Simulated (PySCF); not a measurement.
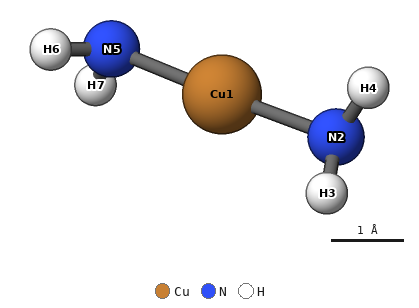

*The structure (ball-and-stick view, seen at a tilt; atoms are numbered from 1 in the order of the input). Sticks mark near contacts.*

Bond lengths as drawn: Cu–N 1.93 Å and H–N 1.01 Å.

## Run report: CuN₂H₄ (charge −1), property calculation

CuN₂H₄, charge −1, computed with BMK/ccECP-aug-cc-pVDZ, RKS, core potentials ccecp (PySCF 2.14.0).

The geometry was optimised with HF/LANL2TZ.

**Input (run.py)**
```python
from pyscf import gto, dft

molecule = gto.Mole()
molecule.atom = [
    ('Cu', (-0.106833, -0.156821, 0.033713)),
    ('N', (-0.247940, -0.022902, 1.954646)),
    ('H', (0.088171, 0.843900, 2.342096)),
    ('H', (0.241453, -0.736143, 2.470673)),
    ('N', (-0.024106, -0.353260, -1.885245)),
    ('H', (0.805090, 0.027138, -2.312051)),
    ('H', (-0.784995, 0.069396, -2.392109)),
]
molecule.spin = 0
molecule.basis = 'ccecp-aug-cc-pvdz'
molecule.max_memory = 1860
molecule.ecp = 'ccecp'
molecule.verbose = 4
molecule.charge = -1
molecule.build()

mf = dft.RKS(molecule)
mf.xc = 'hyb_mgga_x_bmk,gga_c_bmk'
mf = mf.density_fit()
mf.kernel()
if not mf.converged:
    mf = mf.newton().run(mf.mo_coeff, mf.mo_occ)

e_tot = mf.e_tot
print('E(%s) = %.9f' % ('BMK', e_tot))
mf.analyze()
quad = mf.quad_moment()
```

Run on 1 thread of Intel Xeon @ 2.50GHz (Skylake/Cascade Lake), 189 GiB of memory available, shared host.

Launched with:
```bash
OMP_NUM_THREADS=1 python run.py
```

**Output**
```
PySCF version 2.14.0

[INPUT] num. atoms = 7
[INPUT] num. electrons = 34
[INPUT] charge = -1
[INPUT] spin (= nelec alpha-beta = 2S) = 0
[INPUT] symmetry False subgroup None
[INPUT] Mole.unit = angstrom
[INPUT] Symbol           X                Y                Z      unit          X                Y                Z       unit  Magmom
[INPUT]  1 Cu    -0.106833000000  -0.156821000000   0.033713000000 AA   -0.201885111066  -0.296348740580   0.063708336837 Bohr   0.0
[INPUT]  2 N     -0.247940000000  -0.022902000000   1.954646000000 AA   -0.468538695325  -0.043278507705   3.693745610477 Bohr   0.0
[INPUT]  3 H      0.088171000000   0.843900000000   2.342096000000 AA    0.166619042129   1.594739876520   4.425919997439 Bohr   0.0
[INPUT]  4 H      0.241453000000  -0.736143000000   2.470673000000 AA    0.456280041955  -1.391108658516   4.668895313358 Bohr   0.0
[INPUT]  5 N     -0.024106000000  -0.353260000000  -1.885245000000 AA   -0.045553737959  -0.667564650764  -3.562596727706 Bohr   0.0
[INPUT]  6 H      0.805090000000   0.027138000000  -2.312051000000 AA    1.521399605626   0.051283387568  -4.369143176027 Bohr   0.0
[INPUT]  7 H     -0.784995000000   0.069396000000  -2.392109000000 AA   -1.483425559153   0.131139434140  -4.520430870107 Bohr   0.0

nuclear repulsion = 85.4386219910303
number of shells = 52
number of NR pGTOs = 470
number of NR cGTOs = 134
basis = ccecp-aug-cc-pvdz
ecp = ccecp

******** <class 'pyscf.df.df_jk.DFRKS'> ********
method = DFRKS
initial guess = minao
damping factor = 0
level_shift factor = 0
DIIS = <class 'pyscf.scf.diis.CDIIS'>
diis_start_cycle = 1
diis_space = 8
diis_damp = 0
SCF conv_tol = 1e-09
SCF conv_tol_grad = None
SCF max_cycles = 50
direct_scf = False
XC library pyscf.dft.libxc version 7.0.0
    S. Lehtola, C. Steigemann, M. J.T. Oliveira, and M. A.L. Marques.,  SoftwareX 7, 1–5 (2018)
XC functionals = hyb_mgga_x_bmk,gga_c_bmk
radial grids:
    Treutler-Ahlrichs [JCP 102, 346 (1995); DOI:10.1063/1.469408] (M4) radial grids

becke partition: Becke, JCP 88, 2547 (1988); DOI:10.1063/1.454033
pruning grids: <function nwchem_prune>
grids dens level: 3
symmetrized grids: False
atomic radii adjust function: <function treutler_atomic_radii_adjust>
small_rho_cutoff = 0
Set gradient conv threshold to 3.16228e-05
Initial guess from minao.
tot grids = 87680
******** <class 'pyscf.df.df.DF'> ********
auxbasis = None
ETB for H: l = 0, exps = 0.08136 * 2^n , n = 0..9
ETB for H: l = 1, exps = 0.16456454539177023 * 2^n , n = 0..5
ETB for H: l = 2, exps = 0.33286 * 2^n , n = 0..2
ETB for Cu: l = 0, exps = 0.026 * 2^n , n = 0..12
ETB for Cu: l = 1, exps = 0.0322490309931942 * 2^n , n = 0..12
ETB for Cu: l = 2, exps = 0.04 * 2^n , n = 0..12
ETB for Cu: l = 3, exps = 0.06 * 2^n , n = 0..11
ETB for Cu: l = 4, exps = 0.09 * 2^n , n = 0..10
ETB for Cu: l = 5, exps = 0.3726949154469376 * 2^n , n = 0..6
ETB for Cu: l = 6, exps = 1.54335 * 2^n , n = 0..2
ETB for N: l = 0, exps = 0.140098 * 2^n , n = 0..8
ETB for N: l = 1, exps = 0.14324759636377846 * 2^n , n = 0..8
ETB for N: l = 2, exps = 0.146468 * 2^n , n = 0..8
ETB for N: l = 3, exps = 0.31224323584026603 * 2^n , n = 0..4
ETB for N: l = 4, exps = 0.665646 * 2^n , n = 0..1

WARN: Even tempered Gaussians are generated as DF auxbasis for  H Cu N

init E= -216.995968941046
  HOMO = 0.0219885921470091  LUMO = 0.0389975505552194  gap/eV = 0.46284
cycle= 1 E= -186.114245226354  delta_E= 30.9  |g|= 9.94  |ddm|=   38
  HOMO = -2.51912011699434  LUMO = -2.5180111537842  gap/eV = 0.03018
cycle= 2 E= -119.366362432497  delta_E= 66.7  |g|= 15.6  |ddm|= 40.9
  HOMO = -0.961984677720002  LUMO = -0.797631941269087  gap/eV = 4.47227
cycle= 3 E= -212.000132006664  delta_E= -92.6  |g|= 7.47  |ddm|= 17.9
  HOMO = -0.332819994564596  LUMO = -0.202780058750248  gap/eV = 3.53857
cycle= 4 E= -211.848023887907  delta_E= 0.152  |g|= 5.96  |ddm|= 10.8
  HOMO = -0.449925761590116  LUMO = -0.228170528605274  gap/eV = 6.03427
cycle= 5 E= -215.467498327747  delta_E= -3.62  |g|= 4.69  |ddm|= 9.15
  HOMO = -0.0505785939291196  LUMO = 0.0829975926969455  gap/eV = 3.63479
cycle= 6 E= -217.739598898204  delta_E= -2.27  |g|= 0.447  |ddm|= 4.98
  HOMO = -0.0146331666665827  LUMO = 0.100872476259077  gap/eV = 3.14307
cycle= 7 E= -217.784640132806  delta_E= -0.045  |g|= 0.19  |ddm|= 1.79
  HOMO = -0.0301651622717491  LUMO = 0.100648751060406  gap/eV = 3.55963
cycle= 8 E= -217.794181209885  delta_E= -0.00954  |g|= 0.0997  |ddm|= 0.525
  HOMO = -0.0406539361200311  LUMO = 0.100381037815106  gap/eV = 3.83776
cycle= 9 E= -217.7989081392  delta_E= -0.00473  |g|= 0.0731  |ddm|= 0.441
  HOMO = -0.0278879925450042  LUMO = 0.100918449650272  gap/eV = 3.50500
cycle= 10 E= -217.80069328572  delta_E= -0.00179  |g|= 0.0592  |ddm|= 0.235
  HOMO = -0.0292076047186134  LUMO = 0.101235859820247  gap/eV = 3.54955
cycle= 11 E= -217.801293697713  delta_E= -0.0006  |g|= 0.0158  |ddm|= 0.141
  HOMO = -0.0310369119023681  LUMO = 0.101323089344755  gap/eV = 3.60170
cycle= 12 E= -217.801495675062  delta_E= -0.000202  |g|= 0.0091  |ddm|= 0.126
  HOMO = -0.0305350863140799  LUMO = 0.101371396236344  gap/eV = 3.58936
cycle= 13 E= -217.801551628278  delta_E= -5.6e-05  |g|= 0.00637  |ddm|= 0.0431
  HOMO = -0.0308851297505335  LUMO = 0.101371523873238  gap/eV = 3.59889
cycle= 14 E= -217.801578537638  delta_E= -2.69e-05  |g|= 0.00586  |ddm|= 0.042
  HOMO = -0.0309163760944662  LUMO = 0.101363195049013  gap/eV = 3.59951
cycle= 15 E= -217.80158995697  delta_E= -1.14e-05  |g|= 0.0021  |ddm|= 0.0273
  HOMO = -0.0308003961967076  LUMO = 0.10135433610787  gap/eV = 3.59611
cycle= 16 E= -217.801591198358  delta_E= -1.24e-06  |g|= 0.000607  |ddm|= 0.00808
  HOMO = -0.0308570857356969  LUMO = 0.101352738401773  gap/eV = 3.59761
cycle= 17 E= -217.801591381013  delta_E= -1.83e-07  |g|= 0.00032  |ddm|= 0.00166
  HOMO = -0.0308297176101862  LUMO = 0.101349211964467  gap/eV = 3.59677
cycle= 18 E= -217.801591517639  delta_E= -1.37e-07  |g|= 0.000217  |ddm|= 0.00163
  HOMO = -0.0308365609486154  LUMO = 0.101348912422048  gap/eV = 3.59695
cycle= 19 E= -217.801591563669  delta_E= -4.6e-08  |g|= 8.02e-05  |ddm|= 0.00135
  HOMO = -0.030830183912296  LUMO = 0.101349913775338  gap/eV = 3.59680
cycle= 20 E= -217.801591567319  delta_E= -3.65e-09  |g|= 1.93e-05  |ddm|= 0.000417
  HOMO = -0.0308328489741561  LUMO = 0.101350094434171  gap/eV = 3.59688
cycle= 21 E= -217.801591567503  delta_E= -1.84e-10  |g|= 1.8e-05  |ddm|= 7.67e-05
  HOMO = -0.0308296524909526  LUMO = 0.1013501385853  gap/eV = 3.59680
```

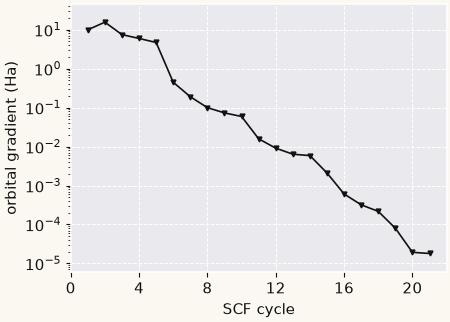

*Convergence of the self-consistent field: orbital gradient against the SCF cycle.*

The residual falls almost steadily, with no more than small rises.

```
Extra cycle  E= -217.801591567447  delta_E= 5.56e-11  |g|= 3.87e-05  |ddm|= 5.04e-05
converged SCF energy = -217.801591567447
E(BMK) = -217.801591567
**** SCF Summaries ****
Total Energy =                        -217.801591567447389
Nuclear Repulsion Energy =              85.438621991030260
One-electron Energy =                 -564.124211088427955
Two-electron Energy =                  260.883997529950307
Two-electron Coulomb Energy =          285.409127782576888
DFT Exchange-Correlation Energy =      -24.525130252626596
HOMO-LUMO gap [eV] =                     3.596795319018853
**** MO energy ****
MO #1   energy= -4.41337003469534  occ= 2
MO #2   energy= -2.73991306790884  occ= 2
MO #3   energy= -2.72280430559274  occ= 2
MO #4   energy= -2.72261946529546  occ= 2
MO #5   energy= -0.656613997260961 occ= 2
MO #6   energy= -0.651918901386244 occ= 2
MO #7   energy= -0.277427666934153 occ= 2
MO #8   energy= -0.276407932561124 occ= 2
MO #9   energy= -0.208354490099901 occ= 2
MO #10  energy= -0.201145316860006 occ= 2
MO #11  energy= -0.193539394008748 occ= 2
MO #12  energy= -0.146689485722884 occ= 2
MO #13  energy= -0.124354474799139 occ= 2
MO #14  energy= -0.123610280425518 occ= 2
MO #15  energy= -0.0999017419896626 occ= 2
MO #16  energy= -0.092179511551465 occ= 2
MO #17  energy= -0.0308296524909526 occ= 2
MO #18  energy= 0.1013501385853    occ= 0
MO #19  energy= 0.125610737672393  occ= 0
MO #20  energy= 0.136524300606783  occ= 0
MO #21  energy= 0.137023891550551  occ= 0
MO #22  energy= 0.182012108792632  occ= 0
MO #23  energy= 0.205207433823682  occ= 0
MO #24  energy= 0.206067198589279  occ= 0
MO #25  energy= 0.210112730924183  occ= 0
MO #26  energy= 0.223139807568186  occ= 0
MO #27  energy= 0.234216671518412  occ= 0
MO #28  energy= 0.23757400278862   occ= 0
MO #29  energy= 0.260575353575459  occ= 0
MO #30  energy= 0.261062374319127  occ= 0
MO #31  energy= 0.283588227370019  occ= 0
MO #32  energy= 0.30607381674098   occ= 0
MO #33  energy= 0.306734429061817  occ= 0
MO #34  energy= 0.320774847523929  occ= 0
MO #35  energy= 0.358416226049568  occ= 0
MO #36  energy= 0.409003124870335  occ= 0
MO #37  energy= 0.425437685602455  occ= 0
MO #38  energy= 0.430499006002401  occ= 0
MO #39  energy= 0.440291157910043  occ= 0
MO #40  energy= 0.44520986833271   occ= 0
MO #41  energy= 0.458096022303232  occ= 0
MO #42  energy= 0.462821743201978  occ= 0
MO #43  energy= 0.468499760102077  occ= 0
MO #44  energy= 0.476545641273582  occ= 0
MO #45  energy= 0.48848084207883   occ= 0
MO #46  energy= 0.493461646081168  occ= 0
MO #47  energy= 0.49615692567332   occ= 0
MO #48  energy= 0.538457890589196  occ= 0
MO #49  energy= 0.549381533318197  occ= 0
MO #50  energy= 0.561990732608421  occ= 0
MO #51  energy= 0.5736339069572    occ= 0
MO #52  energy= 0.575103715472558  occ= 0
MO #53  energy= 0.581993284108523  occ= 0
MO #54  energy= 0.674392460149256  occ= 0
MO #55  energy= 0.691010396679695  occ= 0
MO #56  energy= 0.696942206513186  occ= 0
MO #57  energy= 0.739998892419459  occ= 0
MO #58  energy= 0.743291615877644  occ= 0
MO #59  energy= 0.75733337336418   occ= 0
MO #60  energy= 0.794345610649264  occ= 0
MO #61  energy= 0.80509423765019   occ= 0
MO #62  energy= 0.842968186657914  occ= 0
MO #63  energy= 0.874749425283618  occ= 0
MO #64  energy= 0.896319925531938  occ= 0
MO #65  energy= 0.921430241729315  occ= 0
MO #66  energy= 0.963957121176201  occ= 0
MO #67  energy= 0.997431035688024  occ= 0
MO #68  energy= 1.03061955650228   occ= 0
MO #69  energy= 1.05093693752494   occ= 0
MO #70  energy= 1.09580855347064   occ= 0
MO #71  energy= 1.1883508947352    occ= 0
MO #72  energy= 1.23656173318313   occ= 0
MO #73  energy= 1.25209056342877   occ= 0
MO #74  energy= 1.26187880304702   occ= 0
MO #75  energy= 1.26879574794549   occ= 0
MO #76  energy= 1.34318591192357   occ= 0
MO #77  energy= 1.35451545389653   occ= 0
MO #78  energy= 1.35550998760306   occ= 0
MO #79  energy= 1.41755526218713   occ= 0
MO #80  energy= 1.43193913295482   occ= 0
MO #81  energy= 1.43556711012481   occ= 0
MO #82  energy= 1.47334308314132   occ= 0
MO #83  energy= 1.68614188833258   occ= 0
MO #84  energy= 1.90711441873151   occ= 0
MO #85  energy= 2.09761592232511   occ= 0
MO #86  energy= 2.12161746562052   occ= 0
MO #87  energy= 2.13352957867195   occ= 0
MO #88  energy= 2.16847348580712   occ= 0
MO #89  energy= 2.17920404766585   occ= 0
MO #90  energy= 2.27820220485673   occ= 0
MO #91  energy= 2.28913930514035   occ= 0
MO #92  energy= 2.34098284373257   occ= 0
MO #93  energy= 2.34540372839977   occ= 0
MO #94  energy= 2.35764402068058   occ= 0
MO #95  energy= 2.44325168998635   occ= 0
MO #96  energy= 2.49326833829826   occ= 0
MO #97  energy= 2.51885999391922   occ= 0
MO #98  energy= 2.52969355271682   occ= 0
MO #99  energy= 2.53032986921694   occ= 0
MO #100 energy= 2.58651636657472   occ= 0
MO #101 energy= 2.62601009745919   occ= 0
MO #102 energy= 2.62859803181207   occ= 0
MO #103 energy= 2.64435754359323   occ= 0
MO #104 energy= 2.67284698717051   occ= 0
MO #105 energy= 2.761577503577     occ= 0
MO #106 energy= 2.79994660162668   occ= 0
MO #107 energy= 2.83351063698311   occ= 0
MO #108 energy= 2.86212376363792   occ= 0
MO #109 energy= 2.88368799803835   occ= 0
MO #110 energy= 2.98494205977529   occ= 0
MO #111 energy= 3.00547687196671   occ= 0
MO #112 energy= 3.08342220526643   occ= 0
MO #113 energy= 3.10313285000916   occ= 0
MO #114 energy= 3.11246680746962   occ= 0
MO #115 energy= 3.13554507525374   occ= 0
MO #116 energy= 3.17059248216049   occ= 0
MO #117 energy= 3.18286303844676   occ= 0
MO #118 energy= 3.20384710807579   occ= 0
MO #119 energy= 3.24382518889416   occ= 0
MO #120 energy= 3.39669472583409   occ= 0
MO #121 energy= 3.51257807021824   occ= 0
MO #122 energy= 3.54587315268623   occ= 0
MO #123 energy= 3.56758723289867   occ= 0
MO #124 energy= 3.58408669195962   occ= 0
MO #125 energy= 4.1387671849215    occ= 0
MO #126 energy= 4.51204917967685   occ= 0
MO #127 energy= 8.35232852626132   occ= 0
MO #128 energy= 8.35301439084266   occ= 0
MO #129 energy= 8.36013031936947   occ= 0
MO #130 energy= 8.36283453102623   occ= 0
MO #131 energy= 8.49304320972565   occ= 0
MO #132 energy= 8.49527245468203   occ= 0
MO #133 energy= 8.68304206717622   occ= 0
MO #134 energy= 16.1567249333783   occ= 0
 ** Mulliken pop on meta-lowdin orthogonal AOs  **
 ** Mulliken pop  **
pop of  0 Cu 3s           1.99977
pop of  0 Cu 4s           1.08498
pop of  0 Cu 5s           0.00448
pop of  0 Cu 6s           0.00151
pop of  0 Cu 7s           0.00262
pop of  0 Cu 3px          1.99846
pop of  0 Cu 3py          1.99846
pop of  0 Cu 3pz          1.99904
pop of  0 Cu 4px          0.01168
pop of  0 Cu 4py          0.01195
pop of  0 Cu 4pz          0.01845
pop of  0 Cu 5px          0.00103
pop of  0 Cu 5py          0.00105
pop of  0 Cu 5pz          0.00258
pop of  0 Cu 6px          0.00520
pop of  0 Cu 6py          0.00536
pop of  0 Cu 6pz          0.00339
pop of  0 Cu 7px          0.00350
pop of  0 Cu 7py          0.00363
pop of  0 Cu 7pz          0.00172
pop of  0 Cu 3dxy         1.98864
pop of  0 Cu 3dyz         1.98180
pop of  0 Cu 3dz^2        1.47843
pop of  0 Cu 3dxz         1.98864
pop of  0 Cu 3dx2-y2      1.98926
pop of  0 Cu 4dxy         0.00187
pop of  0 Cu 4dyz         0.00074
pop of  0 Cu 4dz^2        0.00515
pop of  0 Cu 4dxz         0.00061
pop of  0 Cu 4dx2-y2      0.00181
pop of  0 Cu 5dxy         0.00784
pop of  0 Cu 5dyz         0.00329
pop of  0 Cu 5dz^2        0.00485
pop of  0 Cu 5dxz         0.00315
pop of  0 Cu 5dx2-y2      0.00773
pop of  0 Cu 6dxy         0.00056
pop of  0 Cu 6dyz         0.00507
pop of  0 Cu 6dz^2        0.00418
pop of  0 Cu 6dxz         0.00479
pop of  0 Cu 6dx2-y2      0.00055
pop of  0 Cu 4f-3         0.00000
pop of  0 Cu 4f-2         0.00000
pop of  0 Cu 4f-1         0.00002
pop of  0 Cu 4f+0         0.00007
pop of  0 Cu 4f+1         0.00002
pop of  0 Cu 4f+2         0.00000
pop of  0 Cu 4f+3         0.00000
pop of  0 Cu 5f-3         0.00000
pop of  0 Cu 5f-2         0.00000
pop of  0 Cu 5f-1         0.00003
pop of  0 Cu 5f+0         0.00007
pop of  0 Cu 5f+1         0.00003
pop of  0 Cu 5f+2         0.00000
pop of  0 Cu 5f+3         0.00000
pop of  1 N 2s            1.44412
pop of  1 N 3s            0.00379
pop of  1 N 4s            0.00299
pop of  1 N 2px           1.77319
pop of  1 N 2py           1.15525
pop of  1 N 2pz           1.53127
pop of  1 N 3px           0.00135
pop of  1 N 3py           0.00222
pop of  1 N 3pz           0.00464
pop of  1 N 4px           0.01835
pop of  1 N 4py           0.00073
pop of  1 N 4pz           0.00549
pop of  1 N 3dxy          0.00127
pop of  1 N 3dyz          0.00095
pop of  1 N 3dz^2         0.00077
pop of  1 N 3dxz          0.00116
pop of  1 N 3dx2-y2       0.00074
pop of  1 N 4dxy          0.00042
pop of  1 N 4dyz          0.00073
pop of  1 N 4dz^2         0.00210
pop of  1 N 4dxz          0.00156
pop of  1 N 4dx2-y2       0.00092
pop of  2 H 1s            0.84417
pop of  2 H 2s            0.00265
pop of  2 H 3s            0.00214
pop of  2 H 2px           0.00549
pop of  2 H 2py           0.00078
pop of  2 H 2pz           0.00351
pop of  2 H 3px           0.00273
pop of  2 H 3py           0.00029
pop of  2 H 3pz           0.00211
pop of  3 H 1s            0.84372
pop of  3 H 2s            0.00259
pop of  3 H 3s            0.00209
pop of  3 H 2px           0.00543
pop of  3 H 2py           0.00081
pop of  3 H 2pz           0.00344
pop of  3 H 3px           0.00271
pop of  3 H 3py           0.00016
pop of  3 H 3pz           0.00213
pop of  4 N 2s            1.44405
pop of  4 N 3s            0.00379
pop of  4 N 4s            0.00300
pop of  4 N 2px           1.15076
pop of  4 N 2py           1.78808
pop of  4 N 2pz           1.52108
pop of  4 N 3px           0.00221
pop of  4 N 3py           0.00131
pop of  4 N 3pz           0.00469
pop of  4 N 4px           0.00062
pop of  4 N 4py           0.01881
pop of  4 N 4pz           0.00518
pop of  4 N 3dxy          0.00126
pop of  4 N 3dyz          0.00117
pop of  4 N 3dz^2         0.00071
pop of  4 N 3dxz          0.00105
pop of  4 N 3dx2-y2       0.00070
pop of  4 N 4dxy          0.00041
pop of  4 N 4dyz          0.00163
pop of  4 N 4dz^2         0.00203
pop of  4 N 4dxz          0.00071
pop of  4 N 4dx2-y2       0.00094
pop of  5 H 1s            0.84413
pop of  5 H 2s            0.00265
pop of  5 H 3s            0.00214
pop of  5 H 2px           0.00075
pop of  5 H 2py           0.00559
pop of  5 H 2pz           0.00343
pop of  5 H 3px           0.00024
pop of  5 H 3py           0.00279
pop of  5 H 3pz           0.00210
pop of  6 H 1s            0.84362
pop of  6 H 2s            0.00260
pop of  6 H 3s            0.00209
pop of  6 H 2px           0.00076
pop of  6 H 2py           0.00556
pop of  6 H 2pz           0.00337
pop of  6 H 3px           0.00015
pop of  6 H 3py           0.00276
pop of  6 H 3pz           0.00209
 ** Mulliken atomic charges  **
charge of    0Cu =      0.36194
charge of    1N =     -0.95401
charge of    2H =      0.13614
charge of    3H =      0.13692
charge of    4N =     -0.95419
charge of    5H =      0.13618
charge of    6H =      0.13701

WARN: System has nonzero charge -1; the dipole moment is origin-dependent.
Location of origin: [0. 0. 0.]

Dipole moment(X, Y, Z, Debye):  1.42410,  1.73033, -0.19174
Traceless quadrupole moment (Debye*A):
```

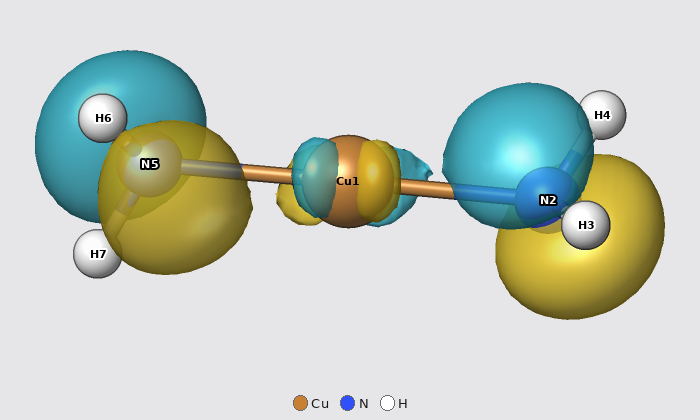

*The HOMO−1 at ±0.15 Å⁻³ᐟ² (yellow and cyan are the two phases), seen face on.*

Its energy is −2.51 eV.

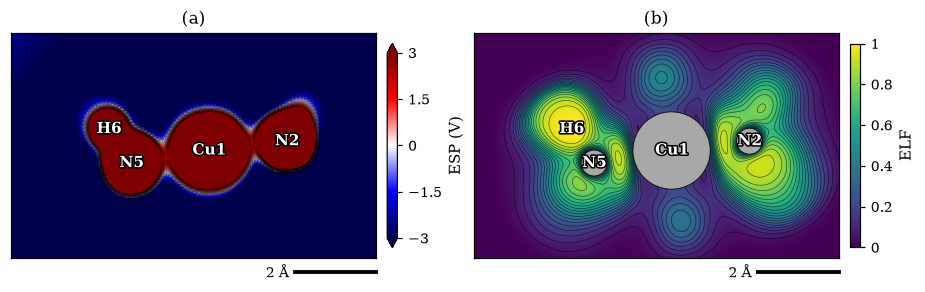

*(a) molecular electrostatic potential; (b) electron localisation function on the plane of atoms Cu1, N5 and H6. Grey discs, where drawn, cover atomic cores.*

Atoms in the plane: Cu, N and H. Cu–N (1.93 Å): the ELF peaks at about 0.90 in the valence shell of N, 0.6 Å from its nucleus, and is about 0.40 at the midpoint. N–H (1.01 Å): the ELF climbs to about 1 towards the hydrogen, as it does in any bond to H (a covalent bond by its length).

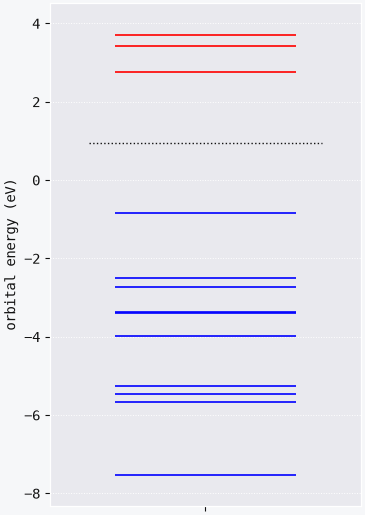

*Orbital energies near the frontier; the dotted line parts filled from empty levels, and levels within 0.02 eV of each other stand side by side.*

Highest filled −0.84 eV, lowest empty 2.76 eV, 3.60 eV apart.

**Summary**

| quantity | value |
| --- | --- |
| outcome | converged |
| total energy | −217.801592 hartree |
| basis functions | 134 |
| HOMO | −0.84 eV |
| LUMO | 2.76 eV |
| wall time | 88 s |
| peak memory | 0.61 GiB |

**Remarks**

The record of the run, not the program, notes: dipole of an ion depends on the origin.
